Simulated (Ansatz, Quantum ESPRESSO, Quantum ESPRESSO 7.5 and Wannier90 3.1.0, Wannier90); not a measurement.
**zigzag Ga chain, bond 2.55 Å, width 1.2 Å: Wannier functions and conductance**

Aim: a Wannier model and the conductance steps that follow from it, for this wire: zigzag Ga chain, bond 2.55 Å, width 1.2 Å.

Program: Quantum ESPRESSO 7.5 and Wannier90 3.1.0. Level of theory: plane-wave DFT, PBE, GBRV ultrasoft pseudopotentials (cross-check by Ansatz 0.2.0 with PAW datasets). Results are calculated unless marked as measured.

### 1. The starting structure

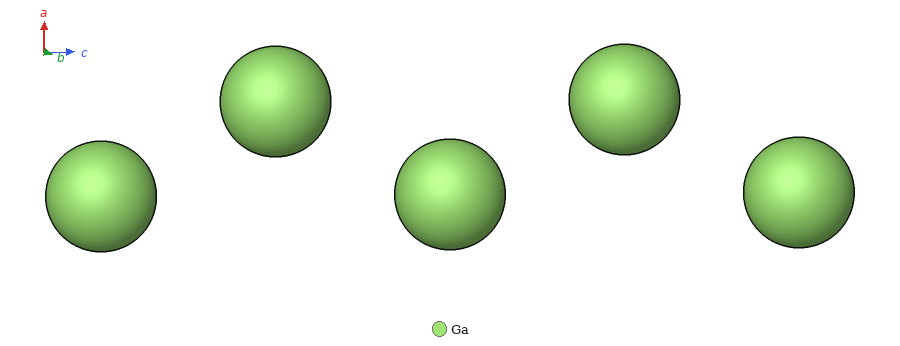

The starting structure, seen from the side, with the c axis across the page (gallium green). 1×1×2 cells are drawn. Some periodic images of atoms are drawn too.

The cell holds 2 atoms: 2 Ga. Cell: a = 9.000 Å, b = 8.000 Å, c = 4.500 Å, α = 90.0°, β = 90.0°, γ = 90.0°. Vacuum lies along a and b. The structure's axis is c.

As a file:

```cif
data_structure
_symmetry_space_group_name_H-M 'P 1'
_symmetry_Int_Tables_number 1
_cell_length_a 9.0000
_cell_length_b 8.0000
_cell_length_c 4.5000
_cell_angle_alpha 90.000
_cell_angle_beta 90.000
_cell_angle_gamma 90.000
_cell_volume 324.00
loop_
_atom_site_label
_atom_site_type_symbol
_atom_site_fract_x
_atom_site_fract_y
_atom_site_fract_z
_atom_site_occupancy
Ga1 Ga 0.93333 0.00000 0.00000 1
Ga2 Ga 0.06667 0.00000 0.50000 1
```

### 2. Ground state

scf.in reads:

```
&control
  prefix = 'scf'
  outdir = './out'
  pseudo_dir = './pseudo'
  calculation = 'scf'
  tprnfor = .true.
/
&system
  ibrav = 0
  nat = 2
  ntyp = 1
  ecutwfc = 34
  ecutrho = 170
  occupations = 'smearing'
  smearing = 'mv'
  degauss = 0.005
/
&electrons
  conv_thr = 1e-07
  mixing_beta = 0.4
  electron_maxstep = 120
  mixing_mode = 'local-TF'
/
ATOMIC_SPECIES
  Ga  69.7230  ga_pbe_v1.4.uspp.F.UPF
CELL_PARAMETERS angstrom
  9.00000000000000 0.00000000000000 0.00000000000000
  0.00000000000000 8.00000000000000 0.00000000000000
  0.00000000000000 0.00000000000000 4.50000000000000
ATOMIC_POSITIONS crystal
  Ga  -0.066666666700 0.000000000000 0.000000000000
  Ga  0.066666666700 0.000000000000 0.500000000000
K_POINTS automatic
  1 1 16 0 0 0
```

On the command line:

```console
$ OMP_NUM_THREADS=1 mpirun -n 2 pw.x -nk 1 -in scf.in > scf.out
```

Log:

```text
Program PWSCF v.7.5 starts
[citation notice left out]

     Parallel version (MPI & OpenMP), running on       2 processor cores
     Number of MPI processes:                 2
     Threads/MPI process:                     1

     MPI processes distributed on     1 nodes
[...]
Current dimensions of program PWSCF are:
     Max number of different atomic species (ntypx) = 10
     Max number of k-points (npk) =  40000
     Max angular momentum in pseudopotentials (lmaxx) =  4
     Message from routine setup:
     using ibrav=0 with symmetry is DISCOURAGED, use correct ibrav instead

     R & G space division:  proc/nbgrp/npool/nimage =       2
     Subspace diagonalization in iterative solution of the eigenvalue problem:
     a serial algorithm will be used

     Parallelization info
     --------------------
     sticks:   dense  smooth     PW     G-vecs:    dense   smooth      PW
     Min        1744    1393    390                40893    29260    4398
     Max        1745    1394    391                40894    29261    4399
     Sum        3489    2787    781                81787    58521    8797

     Using Slab Decomposition

     bravais-lattice index     =            0
     lattice parameter (alat)  =      17.0075  a.u.
     unit-cell volume          =    2186.4604 (a.u.)^3
     number of atoms/cell      =            2
     number of atomic types    =            1
     number of electrons       =        38.00
     number of Kohn-Sham states=           23
     kinetic-energy cutoff     =      34.0000  Ry
     charge density cutoff     =     170.0000  Ry
     scf convergence threshold =      1.0E-07
     mixing beta               =       0.4000
     number of iterations used =            8  local-TF  mixing
     Exchange-correlation=  SLA  PW   PBX  PBC
                           (   1   4   3   4   0   0   0)

     celldm(1)=  17.007535  celldm(2)=   0.000000  celldm(3)=   0.000000
     celldm(4)=   0.000000  celldm(5)=   0.000000  celldm(6)=   0.000000

     crystal axes: (cart. coord. in units of alat)
               a(1) = (   1.000000   0.000000   0.000000 )
               a(2) = (   0.000000   0.888889   0.000000 )
               a(3) = (   0.000000   0.000000   0.500000 )

     reciprocal axes: (cart. coord. in units 2 pi/alat)
               b(1) = (  1.000000  0.000000  0.000000 )
               b(2) = (  0.000000  1.125000  0.000000 )
               b(3) = (  0.000000  0.000000  2.000000 )

     PseudoPot. # 1 for Ga read from file:
     ./pseudo/ga_pbe_v1.4.uspp.F.UPF
     Pseudo is Ultrasoft + core correction, Zval = 19.0
     Generated by new atomic code, or converted to UPF format
     Using radial grid of  871 points,  6 beta functions with:
                l(1) =   0
                l(2) =   0
                l(3) =   1
                l(4) =   1
                l(5) =   2
                l(6) =   2
     Q(r) pseudized with  8 coefficients,  rinner =    1.250   1.250   1.250
                                                       1.250   1.250

     atomic species   valence    mass     pseudopotential
     Ga               19.00    69.72300     Ga( 1.00)

      8 Sym. Ops., with inversion, found ( 4 have fractional translation)

   Cartesian axes

     site n.     atom                  positions (alat units)
         1        Ga     tau(   1) = (  -0.0666667   0.0000000   0.0000000  )
         2        Ga     tau(   2) = (   0.0666667   0.0000000   0.2500000  )

     number of k points=     9  Marzari-Vanderbilt smearing, width (Ry)=  0.0050
                       cart. coord. in units 2pi/alat
        k(    1) = (   0.0000000   0.0000000   0.0000000), wk =   0.1250000
        k(    2) = (   0.0000000   0.0000000   0.1250000), wk =   0.2500000
        k(    3) = (   0.0000000   0.0000000   0.2500000), wk =   0.2500000
        k(    4) = (   0.0000000   0.0000000   0.3750000), wk =   0.2500000
        k(    5) = (   0.0000000   0.0000000   0.5000000), wk =   0.2500000
        k(    6) = (   0.0000000   0.0000000   0.6250000), wk =   0.2500000
        k(    7) = (   0.0000000   0.0000000   0.7500000), wk =   0.2500000
        k(    8) = (   0.0000000   0.0000000   0.8750000), wk =   0.2500000
        k(    9) = (   0.0000000   0.0000000  -1.0000000), wk =   0.1250000

     Dense  grid:    81787 G-vectors     FFT dimensions: (  72,  64,  36)

     Smooth grid:    58521 G-vectors     FFT dimensions: (  64,  60,  32)

     Estimated max dynamical RAM per process >     157.39 MB

     Estimated total dynamical RAM >     314.78 MB

     Initial potential from superposition of free atoms

     starting charge      36.0000, renormalised to      38.0000

     negative rho (up, down):  1.468E-03 0.000E+00
     Starting wfcs are   24 randomized atomic wfcs

     total cpu time spent up to now is        1.1 secs

     per-process dynamical memory:    39.0 Mb

     Self-consistent Calculation

     iteration #  1     ecut=    34.00 Ry     beta= 0.40
     Davidson diagonalization with overlap
     ethr =  1.00E-02,  avg # of iterations =  7.0

     negative rho (up, down):  3.879E-02 0.000E+00

     total cpu time spent up to now is        4.2 secs

     total energy              =    -822.68089873 Ry
     estimated scf accuracy    <      51.85250635 Ry

     iteration #  2     ecut=    34.00 Ry     beta= 0.40
[...]
negative rho (up, down):  3.507E-02 0.000E+00

[...]
total energy              =    -830.55207125 Ry
     estimated scf accuracy    <       0.28781375 Ry

     iteration #  3     ecut=    34.00 Ry     beta= 0.40
[...]
negative rho (up, down):  8.574E-02 0.000E+00

[...]
total energy              =    -830.49588188 Ry
     estimated scf accuracy    <       0.15597930 Ry

     iteration #  4     ecut=    34.00 Ry     beta= 0.40
[...]
negative rho (up, down):  8.577E-02 0.000E+00

[...]
total energy              =    -830.50890785 Ry
     estimated scf accuracy    <       0.01249637 Ry

     iteration #  5     ecut=    34.00 Ry     beta= 0.40
[...]
negative rho (up, down):  7.878E-02 0.000E+00

[...]
total energy              =    -830.50953657 Ry
     estimated scf accuracy    <       0.01138346 Ry

     iteration #  6     ecut=    34.00 Ry     beta= 0.40
[...]
negative rho (up, down):  3.928E-02 0.000E+00

[...]
total energy              =    -830.50577359 Ry
     estimated scf accuracy    <       0.01164677 Ry

     iteration #  7     ecut=    34.00 Ry     beta= 0.40
[...]
negative rho (up, down):  1.788E-02 0.000E+00

[...]
total energy              =    -830.50659339 Ry
     estimated scf accuracy    <       0.00960254 Ry

     iteration #  8     ecut=    34.00 Ry     beta= 0.40
[...]
negative rho (up, down):  1.172E-02 0.000E+00

[...]
total energy              =    -830.50477183 Ry
     estimated scf accuracy    <       0.01255253 Ry

     iteration #  9     ecut=    34.00 Ry     beta= 0.40
[...]
negative rho (up, down):  5.468E-04 0.000E+00

[...]
total energy              =    -830.50070333 Ry
     estimated scf accuracy    <       0.00755892 Ry

     iteration # 10     ecut=    34.00 Ry     beta= 0.40
[...]
negative rho (up, down):  7.586E-04 0.000E+00

[...]
total energy              =    -830.50198087 Ry
     estimated scf accuracy    <       0.00030758 Ry

     iteration # 11     ecut=    34.00 Ry     beta= 0.40
[...]
negative rho (up, down):  3.866E-04 0.000E+00

[...]
total energy              =    -830.50193807 Ry
     estimated scf accuracy    <       0.00021930 Ry

     iteration # 12     ecut=    34.00 Ry     beta= 0.40
[...]
negative rho (up, down):  3.432E-04 0.000E+00

[...]
total energy              =    -830.50200079 Ry
     estimated scf accuracy    <       0.00000506 Ry

     iteration # 13     ecut=    34.00 Ry     beta= 0.40
[...]
negative rho (up, down):  6.996E-05 0.000E+00

[...]
total energy              =    -830.50200202 Ry
     estimated scf accuracy    <       0.00000284 Ry

     iteration # 14     ecut=    34.00 Ry     beta= 0.40
[...]
negative rho (up, down):  1.053E-04 0.000E+00

[...]
total energy              =    -830.50200177 Ry
     estimated scf accuracy    <       0.00000329 Ry

     iteration # 15     ecut=    34.00 Ry     beta= 0.40
[...]
negative rho (up, down):  1.272E-04 0.000E+00

[...]
total energy              =    -830.50200256 Ry
     estimated scf accuracy    <       0.00000017 Ry

     iteration # 16     ecut=    34.00 Ry     beta= 0.40
[...]
negative rho (up, down):  1.118E-04 0.000E+00

[...]
total energy              =    -830.50200260 Ry
     estimated scf accuracy    <       0.00000013 Ry

     iteration # 17     ecut=    34.00 Ry     beta= 0.40
[...]
negative rho (up, down):  1.099E-04 0.000E+00

[...]
End of self-consistent calculation

          k = 0.0000 0.0000 0.0000 (  7289 PWs)   bands (ev):

   -96.6354 -96.6340 -96.5918 -96.5889 -96.5255 -96.5118 -17.0750 -17.0197
   -17.0096 -16.9724 -16.9651 -16.9316 -16.8467 -16.7978 -16.7931 -16.7626
    -9.4050  -4.4173  -2.3201  -2.0968  -0.0142   0.0709   1.3455

          k = 0.0000 0.0000 0.1250 (  7305 PWs)   bands (ev):

   -96.6354 -96.6340 -96.5918 -96.5889 -96.5254 -96.5119 -17.0754 -17.0272
   -17.0099 -16.9678 -16.9658 -16.9297 -16.8560 -16.7942 -16.7934 -16.7533
    -9.3771  -4.4855  -2.2913  -2.2580  -0.0062   0.3780   1.3508

          k = 0.0000 0.0000 0.2500 (  7280 PWs)   bands (ev):

   -96.6353 -96.6340 -96.5917 -96.5890 -96.5249 -96.5122 -17.0768 -17.0431
   -17.0105 -16.9680 -16.9600 -16.9242 -16.8757 -16.7976 -16.7809 -16.7335
    -9.2935  -4.7084  -2.5176  -2.2051   0.0069   1.0907   1.3548

          k = 0.0000 0.0000 0.3750 (  7310 PWs)   bands (ev):

   -96.6352 -96.6341 -96.5916 -96.5892 -96.5242 -96.5128 -17.0793 -17.0604
   -17.0109 -16.9714 -16.9539 -16.9157 -16.8968 -16.8030 -16.7626 -16.7123
    -9.1539  -5.0940  -2.6482  -2.0621  -0.0149   1.3327   1.3954

          k = 0.0000 0.0000 0.5000 (  7314 PWs)   bands (ev):

   -96.6352 -96.6342 -96.5915 -96.5894 -96.5233 -96.5136 -17.0831 -17.0761
   -17.0106 -16.9759 -16.9505 -16.9153 -16.9052 -16.8105 -16.7412 -16.6938
    -8.9584  -5.5896  -2.6198  -1.8634  -0.1431   1.1205   1.3164

          k = 0.0000 0.0000 0.6250 (  7308 PWs)   bands (ev):

   -96.6351 -96.6343 -96.5913 -96.5897 -96.5222 -96.5146 -17.0885 -17.0882
   -17.0092 -16.9812 -16.9490 -16.9295 -16.8932 -16.8196 -16.7196 -16.6798
    -8.7069  -6.1262  -2.4710  -1.6108  -0.4177   0.7420   1.4028

[...]
the Fermi energy is    -2.1930 ev

!    total energy              =    -830.50200263 Ry
     estimated scf accuracy    <          2.8E-09 Ry
     smearing contrib. (-TS)   =       0.00015510 Ry
     internal energy E=F+TS    =    -830.50215772 Ry

     The total energy is F=E-TS. E is the sum of the following terms:
     one-electron contribution =   -1321.89562257 Ry
     hartree contribution      =     658.04870345 Ry
     xc contribution           =     -96.70367727 Ry
     ewald contribution        =     -69.95156133 Ry

     convergence has been achieved in  17 iterations

     negative rho (up, down):  1.099E-04 0.000E+00

     Forces acting on atoms (cartesian axes, Ry/au):

     atom    1 type  1   force =     0.01158133    0.00000000    0.00000000
     atom    2 type  1   force =    -0.01158133    0.00000000    0.00000000

     Total force =     0.016378     Total SCF correction =     0.000185

[...]
=------------------------------------------------------------------------------=
   JOB DONE.
=------------------------------------------------------------------------------=
```

Wall time 42 s (2 MPI ranks of Arm Neoverse N1, shared host); peak memory 0.4 GiB; 83 s of CPU time.

Read from the output:

- free energy: -11299.5554 eV
- Fermi energy: -2.193 eV

The program's own clock; routines nest. Time by routine:

```csv
routine,wall time (s),calls
PWSCF,41.02,1
electrons,39.48,1
c_bands,23.26,17
cegterg,22.43,153
h_psi,16.83,640
fftw,16.02,22265
vloc_psi,14.98,640
sum_band,7.42,17
mix_rho,4.25,17
newd,4.01,18
ffts,2.12,2003
calbec,1.29,829
init_run,0.98,1
h_psi:calbec,0.9,640
```

The run needed 17 iterations to bring the estimated error under 1e-07 Ry; the largest force on any atom, held or free, is 0.30 eV/Å.

### 3. Full uniform mesh without symmetry

Wannier90 needs the states on a whole uniform mesh, listed point by point, without symmetry.

nscf.in is the input of step 2 with these lines changed:

```diff
@@ -1,7 +1,6 @@
 &control
-  prefix = 'scf'
+  prefix = 'nscf'
   outdir = './out'
   pseudo_dir = './pseudo'
-  calculation = 'scf'
-  tprnfor = .true.
+  calculation = 'nscf'
 /
@@ -16,5 +15,8 @@
   degauss = 0.005
+  nosym = .true.
+  noinv = .true.
+  nbnd = 33
 /
 &electrons
-  conv_thr = 1e-07
+  conv_thr = 1e-09
   mixing_beta = 0.4
@@ -22,2 +24,3 @@
   mixing_mode = 'local-TF'
+  diago_full_acc = .true.
 /
@@ -32,3 +35,11 @@
   Ga  0.066666666700 0.000000000000 0.500000000000
-K_POINTS automatic
-  1 1 16 0 0 0
+K_POINTS crystal
+8
+  0.0000000000 0.0000000000 0.0000000000 0.125
+  0.0000000000 0.0000000000 0.1250000000 0.125
+  0.0000000000 0.0000000000 0.2500000000 0.125
+  0.0000000000 0.0000000000 0.3750000000 0.125
+  0.0000000000 0.0000000000 0.5000000000 0.125
+  0.0000000000 0.0000000000 0.6250000000 0.125
+  0.0000000000 0.0000000000 0.7500000000 0.125
+  0.0000000000 0.0000000000 0.8750000000 0.125
```

On the command line:

```console
$ cp -r out/scf.save out/nscf.save
$ cp out/scf.xml out/nscf.xml
$ OMP_NUM_THREADS=1 mpirun -n 2 pw.x -nk 1 -in nscf.in > nscf.out
```

Log:

```text
[banner, memory and clock lines left out]
Program PWSCF v.7.5 starts
[citation notice left out]

[...]
bravais-lattice index     =            0
     lattice parameter (alat)  =      17.0075  a.u.
     unit-cell volume          =    2186.4604 (a.u.)^3
     number of atoms/cell      =            2
     number of atomic types    =            1
     number of electrons       =        38.00
     number of Kohn-Sham states=           33
     kinetic-energy cutoff     =      34.0000  Ry
     charge density cutoff     =     170.0000  Ry
     Exchange-correlation=  SLA  PW   PBX  PBC
                           (   1   4   3   4   0   0   0)

[...]
PseudoPot. # 1 for Ga read from file:
     ./pseudo/ga_pbe_v1.4.uspp.F.UPF
     Pseudo is Ultrasoft + core correction, Zval = 19.0
     Generated by new atomic code, or converted to UPF format
     Using radial grid of  871 points,  6 beta functions with:
                l(1) =   0
                l(2) =   0
                l(3) =   1
                l(4) =   1
                l(5) =   2
                l(6) =   2
     Q(r) pseudized with  8 coefficients,  rinner =    1.250   1.250   1.250
                                                       1.250   1.250

     atomic species   valence    mass     pseudopotential
     Ga               19.00    69.72300     Ga( 1.00)

     No symmetry found

[...]
number of k points=     8  Marzari-Vanderbilt smearing, width (Ry)=  0.0050
[...]
Dense  grid:    81787 G-vectors     FFT dimensions: (  72,  64,  36)

     Smooth grid:    58521 G-vectors     FFT dimensions: (  64,  60,  32)

     The potential is recalculated from file :
     ./out/nscf.save/charge-density

     negative rho (up, down):  1.099E-04 0.000E+00
     Starting wfcs are   24 randomized atomic wfcs +    9 random wfcs

     Band Structure Calculation
     Davidson diagonalization with overlap

     ethr =  2.63E-12,  avg # of iterations = 55.1

     End of band structure calculation

          k = 0.0000 0.0000 0.0000 (  7289 PWs)   bands (ev):

   -96.6354 -96.6340 -96.5918 -96.5888 -96.5255 -96.5118 -17.0750 -17.0196
   -17.0096 -16.9724 -16.9650 -16.9316 -16.8466 -16.7977 -16.7931 -16.7625
    -9.4049  -4.4172  -2.3201  -2.0967  -0.0142   0.0709   1.3457   1.6369
     2.6678   3.0998   3.4917   4.2583   4.5203   4.8454   5.3506   6.1190
     6.5011

          k = 0.0000 0.0000 0.2500 (  7280 PWs)   bands (ev):

   -96.6353 -96.6341 -96.5917 -96.5890 -96.5249 -96.5122 -17.0768 -17.0430
   -17.0105 -16.9679 -16.9599 -16.9241 -16.8757 -16.7976 -16.7809 -16.7335
    -9.2934  -4.7083  -2.5175  -2.2050   0.0069   1.0908   1.3550   1.5512
     2.4888   3.2232   3.6071   3.8184   4.2260   4.9915   5.4649   6.0957
     6.2042

[...]
the Fermi energy is    -2.1880 ev
     (compare with:    -2.1930 eV, computed in scf)

[...]
```

Elapsed: 25 s, on 2 MPI ranks; peak memory 0.16 GiB; 50 s of CPU time.

Read from the output:

```
Fermi energy : -2.188 eV
```

The program's own clock; routines nest. Time by routine:

```csv
routine,wall time (s),calls
PWSCF,24.75,1
electrons,24.16,1
c_bands,24.16,1
cegterg,23.53,26
h_psi,14.89,475
vloc_psi,13.32,475
fftw,12.08,16488
h_psi:calbec,0.77,475
calbec,0.76,475
s_psi,0.75,475
add_vuspsi,0.75,475
cdiaghg,0.72,449
init_run,0.44,1
newd,0.22,1
```

[end of part 1 of 5]

[Logs are printed without paths, hosts, clocks, repeated set-up lines and the standing remarks that a program may print on its own settings, such as how far it seeks lower states.]

[Hosts, paths, dates, database ids (printed as entryN), source tags and the programs' standing remarks are cut or masked in the printed files.]

[Maps of the electrostatic potential energy from Ansatz leave out the sawtooth potential of an applied field or a dipole correction, so their vacuum need not be flat; planar profiles and work functions include it.]
